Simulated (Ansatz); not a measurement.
# Titanium, fcc under PBEsol: ground state and equation of state, part 2 of 2

What does PBEsol give for titanium in the fcc structure? We relax it, solve it on a dense k-mesh, then scale the cell to 7 volumes from 88 to 112 % of the relaxed one and try a fit of the equation of state. Spin polarisation is left out. The k-meshes are 13×13×13 for the relaxation; 22×22×22 for the dense run; 22×22×22 for the volumes.

Ansatz 0.2.0; DFT, PBEsol, plane waves (420 eV) with PAW, scalar-relativistic. Earlier steps stand in the parts before.

## 6. Equation of state: 96 %

This is Ti in the fcc structure; at room conditions it is hcp.

Input file input.yaml:

```yaml
crystal:
  lattice:
    - [0.0, 2.0018381678, 2.0018381678]
    - [2.0018381678, 0.0, 2.0018381678]
    - [2.0018381678, 2.0018381678, 0.0]
  atoms:
    - { symbol: Ti, position: [0.0, 0.0, 0.0] }
hamiltonian:
  xc: pbesol
  pseudopotentials:
    kind: paw
    azcp:
      Ti: "pseudopotentials/Ti.paw.azcp"
basis:
  ecutwfc: 420
  fft_grid_basis: typed
kpoints:
  mp_grid: { grid: [22, 22, 22], shift: [0, 0, 0] }
magnetization:
  spin_polarized: false
scf:
  occupations: { method: fermi_dirac, width: 0.1 }
output:
  stress: true
```

What it wrote, cut to the lines that bear on the results:

```text
Warning: <dir> the record states the generating functional pbe (its physics header spells it `PBE`), which answers neither for hamiltonian.xc's functional nor for the pbesol family's — results may be inconsistent (PPs are generated against a specific XC)
Warning: RAYON_NUM_THREADS=2 ignored (pool sized by the plan → 2); use --threads N
[...]
Pseudopotentials: kind: paw
Pseudopotential: Ti, paw, valence charge 12, recommended cutoff 420 eV (normal), <dir>
Functional definition: PBEsol
[...]
Crystal: 1 atoms, lattice volume = 16.044 Å³
Basis set: ecut = 420 eV, 331 PW (Γ)
Bands: 10, of which v1, the nominal top of the filled ones, is band 6 counted from 1 (5 counted from 0)
Symmetry: 48 space group operations
Space group: Fm-3m (ITA 225), of the structure as read, at distance tolerance 2.5e-5 Å
k-points: 328 of 10648
[...]
SCF iter   1: F=—  HF=-2473.858952 eV  |F-HF|=—  |Δ(HF+E_count)|=         —  Δρ=6.68e-3  dr2=4.86e-3  ethr=1.77e-3  ⟨swp⟩=4.4  Hψ=17047  notcnv=0
[...]
SCF iter   6: F=-2473.857310 eV  HF=-2473.857310 eV  |F-HF|=5.91e-12  |Δ(HF+E_count)|=  4.00e-11  Δρ=4.82e-7  dr2=1.93e-11  ethr=2.37e-11  ⟨swp⟩=1.9  Hψ=10025  notcnv=0
[...]
SCF converged after 6 iterations
Free energy (F): -2473.857310 eV
[...]
E sigma→0 (E₀):  -2473.831535 eV
Entropy (-TS):   -0.051550 eV (-51.550 meV/atom)
Fermi energy:    14.432514 eV
[...]
--- Stress (GPa, compression-positive) ---
        5.038586       0.000000       0.000000
       -0.000000       5.038586      -0.000000
        0.000000       0.000000       5.038586
  P = ⅓ Tr σ = 5.0386 GPa (50.386 kbar)
```

Run time: 1.9 s. Hardware: 2 threads of an Arm CPU, shared host; peak memory 0.33 GiB.

## 7. Equation of state: 100 %

input.yaml: that of step 6 with these lines changed.

```diff
@@ -2,5 +2,5 @@
   lattice:
-    - [0.0, 2.0018381678, 2.0018381678]
-    - [2.0018381678, 0.0, 2.0018381678]
-    - [2.0018381678, 2.0018381678, 0.0]
+    - [0.0, 2.0292640165, 2.0292640165]
+    - [2.0292640165, 0.0, 2.0292640165]
+    - [2.0292640165, 2.0292640165, 0.0]
   atoms:
```

What it wrote, cut to the lines that bear on the results:

```text
Warning: <dir> the record states the generating functional pbe (its physics header spells it `PBE`), which answers neither for hamiltonian.xc's functional nor for the pbesol family's — results may be inconsistent (PPs are generated against a specific XC)
Warning: RAYON_NUM_THREADS=2 ignored (pool sized by the plan → 2); use --threads N
[...]
[... 3 set-up lines as earlier in the session ...]
[...]
Crystal: 1 atoms, lattice volume = 16.713 Å³
Basis set: ecut = 420 eV, 331 PW (Γ)
Bands: 10, of which v1, the nominal top of the filled ones, is band 6 counted from 1 (5 counted from 0)
[... 2 set-up lines as earlier in the session ...]
k-points: 328 of 10648
[...]
SCF iter   1: F=—  HF=-2473.869372 eV  |F-HF|=—  |Δ(HF+E_count)|=         —  Δρ=6.61e-3  dr2=5.17e-3  ethr=1.77e-3  ⟨swp⟩=4.4  Hψ=17082  notcnv=0
[...]
SCF iter   6: F=-2473.867624 eV  HF=-2473.867624 eV  |F-HF|=1.36e-12  |Δ(HF+E_count)|=  1.76e-10  Δρ=4.35e-7  dr2=1.46e-11  ethr=3.31e-11  ⟨swp⟩=1.6  Hψ=9710  notcnv=0
[...]
SCF converged after 6 iterations
Free energy (F): -2473.867624 eV
[...]
E sigma→0 (E₀):  -2473.840546 eV
Entropy (-TS):   -0.054156 eV (-54.156 meV/atom)
Fermi energy:    13.755405 eV
[...]
--- Stress (GPa, compression-positive) ---
        0.052706      -0.000000       0.000000
        0.000000       0.052706      -0.000000
       -0.000000       0.000000       0.052706
  P = ⅓ Tr σ = 0.0527 GPa (0.527 kbar)
```

Wall time 1.8 s (2 threads of an Arm CPU, shared host); peak memory 0.33 GiB.

## 8. Equation of state: 104 %

input.yaml: that of step 7 with these lines changed.

```diff
@@ -2,5 +2,5 @@
   lattice:
-    - [0.0, 2.0292640165, 2.0292640165]
-    - [2.0292640165, 0.0, 2.0292640165]
-    - [2.0292640165, 2.0292640165, 0.0]
+    - [0.0, 2.0559679211, 2.0559679211]
+    - [2.0559679211, 0.0, 2.0559679211]
+    - [2.0559679211, 2.0559679211, 0.0]
   atoms:
```

What it wrote, cut to the lines that bear on the results:

```text
Warning: <dir> the record states the generating functional pbe (its physics header spells it `PBE`), which answers neither for hamiltonian.xc's functional nor for the pbesol family's — results may be inconsistent (PPs are generated against a specific XC)
Warning: RAYON_NUM_THREADS=2 ignored (pool sized by the plan → 2); use --threads N
[...]
[... 3 set-up lines as earlier in the session ...]
[...]
Crystal: 1 atoms, lattice volume = 17.381 Å³
Basis set: ecut = 420 eV, 331 PW (Γ)
Bands: 10, of which v1, the nominal top of the filled ones, is band 6 counted from 1 (5 counted from 0)
[... 2 set-up lines as earlier in the session ...]
k-points: 328 of 10648
[...]
SCF iter   1: F=—  HF=-2473.860825 eV  |F-HF|=—  |Δ(HF+E_count)|=         —  Δρ=6.63e-3  dr2=5.75e-3  ethr=1.77e-3  ⟨swp⟩=4.4  Hψ=17212  notcnv=0
[...]
SCF iter   6: F=-2473.858862 eV  HF=-2473.858862 eV  |F-HF|=1.12e-10  |Δ(HF+E_count)|=   1.64e-9  Δρ=1.19e-6  dr2=1.96e-10  ethr=7.69e-11  ⟨swp⟩=1.9  Hψ=10172  notcnv=0
[...]
SCF converged after 6 iterations
Free energy (F): -2473.858862 eV
[...]
E sigma→0 (E₀):  -2473.830502 eV
Entropy (-TS):   -0.056719 eV (-56.719 meV/atom)
Fermi energy:    13.127753 eV
[...]
--- Stress (GPa, compression-positive) ---
       -4.127884      -0.000000      -0.000000
       -0.000000      -4.127884      -0.000000
       -0.000000       0.000000      -4.127884
  P = ⅓ Tr σ = -4.1279 GPa (-41.279 kbar)
```

Run time: 1.9 s. Hardware: 2 threads of an Arm CPU, shared host; peak memory 0.33 GiB.

## 9. Equation of state: 108 %

input.yaml: that of step 8 with these lines changed.

```diff
@@ -2,5 +2,5 @@
   lattice:
-    - [0.0, 2.0559679211, 2.0559679211]
-    - [2.0559679211, 0.0, 2.0559679211]
-    - [2.0559679211, 2.0559679211, 0.0]
+    - [0.0, 2.0819955946, 2.0819955946]
+    - [2.0819955946, 0.0, 2.0819955946]
+    - [2.0819955946, 2.0819955946, 0.0]
   atoms:
@@ -24 +24,5 @@
   stress: true
+  write_density: true
+  write_potential: true
+  elf: true
+  volumetric_format: npy
```

What it wrote, cut to the lines that bear on the results:

```text
Warning: <dir> the record states the generating functional pbe (its physics header spells it `PBE`), which answers neither for hamiltonian.xc's functional nor for the pbesol family's — results may be inconsistent (PPs are generated against a specific XC)
Warning: RAYON_NUM_THREADS=2 ignored (pool sized by the plan → 2); use --threads N
[...]
[... 3 set-up lines as earlier in the session ...]
[...]
Crystal: 1 atoms, lattice volume = 18.050 Å³
Basis set: ecut = 420 eV, 339 PW (Γ)
Bands: 10, of which v1, the nominal top of the filled ones, is band 6 counted from 1 (5 counted from 0)
[... 2 set-up lines as earlier in the session ...]
k-points: 328 of 10648
[...]
SCF iter   1: F=—  HF=-2473.836356 eV  |F-HF|=—  |Δ(HF+E_count)|=         —  Δρ=6.74e-3  dr2=6.56e-3  ethr=1.77e-3  ⟨swp⟩=4.4  Hψ=17262  notcnv=0
[...]
SCF iter   6: F=-2473.834112 eV  HF=-2473.834112 eV  |F-HF|=4.55e-13  |Δ(HF+E_count)|=   2.70e-9  Δρ=6.36e-7  dr2=1.88e-11  ethr=9.98e-11  ⟨swp⟩=4.2  Hψ=14994  notcnv=0
[...]
SCF converged after 6 iterations
Free energy (F): -2473.834112 eV
[...]
E sigma→0 (E₀):  -2473.804489 eV
Entropy (-TS):   -0.059245 eV (-59.245 meV/atom)
Fermi energy:    12.544390 eV
[...]
--- Stress (GPa, compression-positive) ---
       -7.630199      -0.000000       0.000000
       -0.000000      -7.630199      -0.000000
        0.000000       0.000000      -7.630199
  P = ⅓ Tr σ = -7.6302 GPa (-76.302 kbar)
--- Band table (eV; the first three rows and the last of 328) ---
  k-point 0: bands = ["-43.9590", "-19.9685", "-19.9685", "-19.9685", "6.5514", "13.4018", "13.4018", "13.4018", "14.9462", "14.9462"]
[...]
```

Wall time 3 s (2 threads of an Arm CPU, shared host); peak memory 0.34 GiB.

Axes a, b and c in the maps are those of this run's conventional cell (a, b, c = 4.164, 4.164, 4.164 Å).

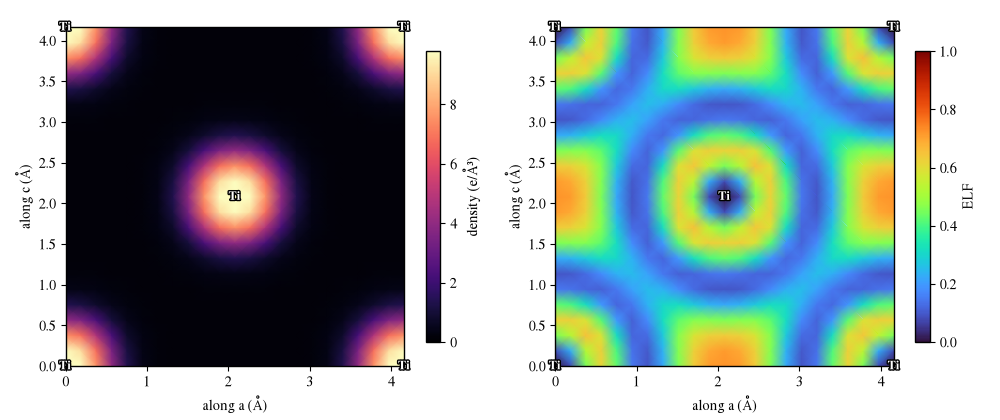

Density (left) and ELF (right) in a lattice plane of the grid's cell (edges 4.16 and 4.16 Å, at 0.000 of the third edge), which holds Ti. Only atoms in the plane are labelled. Both are smooth fields of the valence electrons: close to the nuclei they are not physical.

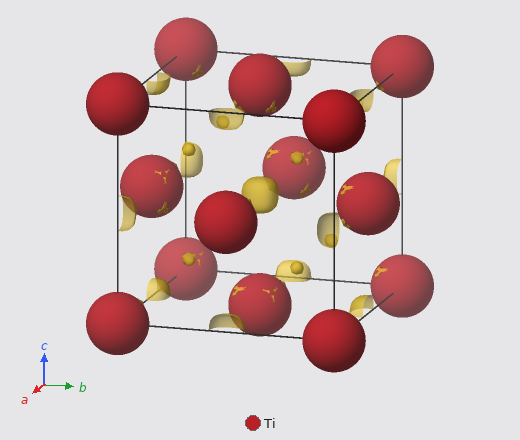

Surface of ELF = 0.66, drawn in one cell.

The highest ELF values outside the cores: 0.72 between the atoms, 2.1 Å from Ti.

## 10. Equation of state: 112 %

input.yaml: that of step 9 with these lines changed.

```diff
@@ -2,5 +2,5 @@
   lattice:
-    - [0.0, 2.0819955946, 2.0819955946]
-    - [2.0819955946, 0.0, 2.0819955946]
-    - [2.0819955946, 2.0819955946, 0.0]
+    - [0.0, 2.1073882873, 2.1073882873]
+    - [2.1073882873, 0.0, 2.1073882873]
+    - [2.1073882873, 2.1073882873, 0.0]
   atoms:
```

What it wrote, cut to the lines that bear on the results:

```text
Warning: <dir> the record states the generating functional pbe (its physics header spells it `PBE`), which answers neither for hamiltonian.xc's functional nor for the pbesol family's — results may be inconsistent (PPs are generated against a specific XC)
Warning: RAYON_NUM_THREADS=2 ignored (pool sized by the plan → 2); use --threads N
[...]
[... 3 set-up lines as earlier in the session ...]
[...]
Crystal: 1 atoms, lattice volume = 18.718 Å³
Basis set: ecut = 420 eV, 339 PW (Γ)
Bands: 10, of which v1, the nominal top of the filled ones, is band 6 counted from 1 (5 counted from 0)
[... 1 set-up line as earlier in the session ...]
Space group: Fm-3m (ITA 225), of the structure as read, at distance tolerance 2.7e-5 Å
k-points: 328 of 10648
[...]
SCF iter   1: F=—  HF=-2473.798533 eV  |F-HF|=—  |Δ(HF+E_count)|=         —  Δρ=6.93e-3  dr2=7.59e-3  ethr=1.77e-3  ⟨swp⟩=4.4  Hψ=17314  notcnv=0
[...]
SCF iter   6: F=-2473.795979 eV  HF=-2473.795979 eV  |F-HF|=4.55e-13  |Δ(HF+E_count)|=   5.93e-9  Δρ=6.12e-7  dr2=1.91e-11  ethr=1.95e-10  ⟨swp⟩=4.3  Hψ=15112  notcnv=0
[...]
SCF converged after 6 iterations
Free energy (F): -2473.795979 eV
[...]
E sigma→0 (E₀):  -2473.765106 eV
Entropy (-TS):   -0.061746 eV (-61.746 meV/atom)
Fermi energy:    12.000889 eV
[...]
--- Stress (GPa, compression-positive) ---
      -10.558504      -0.000000       0.000000
        0.000000     -10.558504       0.000000
        0.000000       0.000000     -10.558504
  P = ⅓ Tr σ = -10.5585 GPa (-105.585 kbar)
--- Band table (eV; the first three rows and the last of 328) ---
  k-point 0: bands = ["-44.5712", "-20.6140", "-20.6140", "-20.6140", "6.0953", "12.8329", "12.8329", "12.8329", "14.3000", "14.3000"]
[...]
```

Run time: 3.1 s. Hardware: 2 threads of an Arm CPU, shared host; peak memory 0.34 GiB.

## 11. Energy and pressure against volume

All volumes keep the relaxed shape and fractional coordinates.

```
V (Å³/atom)  E − E₀ (meV/atom)  P from the stress (GPa)  P from the fit (GPa)
     14.707               99.6                    18.07                 17.77
     15.376               40.8                    10.98                 10.66
     16.044                9.0                     5.04                  4.72
     16.713                0.0                     0.05                 -0.26
     17.381               10.1                    -4.13                 -4.43
     18.050               36.1                    -7.63                 -7.93
     18.718               75.5                   -10.56                -10.87
```

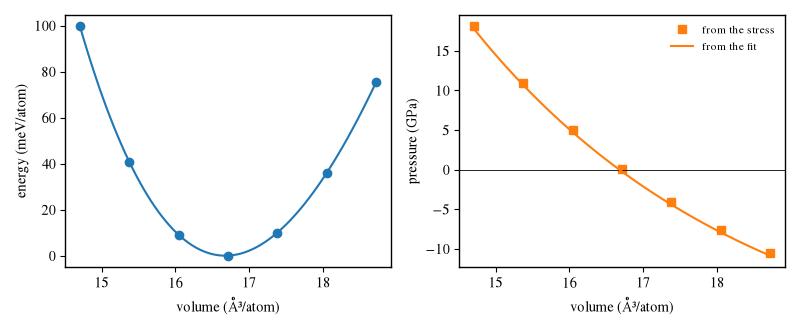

Energy and pressure against volume; the lines are the Birch-Murnaghan fit.

A third-order Birch-Murnaghan fit gives V₀ = 16.675 Å³/atom, B₀ = 115 GPa and B₀′ = 3.4; it misses no point by more than 0.02 meV/atom.

The fit is made to E(σ → 0), while the stress belongs to the free energy F; that is one source of the offset between the two pressures.

## 12. Results

The summary covers parts 1 to 2.

| quantity | value |
| --- | --- |
| space group (spins left aside) | Fm-3m (No. 225) |
| conventional cell | a = 4.059 Å |
| volume | 16.713 Å³/atom |
| shortest distance | 2.870 Å |
| gap on the mesh | none (levels filled in part) |
| relative to hcp | +56 meV/atom |
| V₀, B₀, B₀′ | 16.675 Å³/atom, 115 GPa, 3.4 |

In words: From the guessed start the volume shrank by 5.4 % in 5 steps. Against the reference form of titanium (hcp, computed apart with the same settings) it stands 56 meV/atom higher. Levels at the Fermi energy are filled in part, as in a metal. B₀ comes out at 115 GPa. The symmetry was held, so the structure may be unstable against distortions that break it.
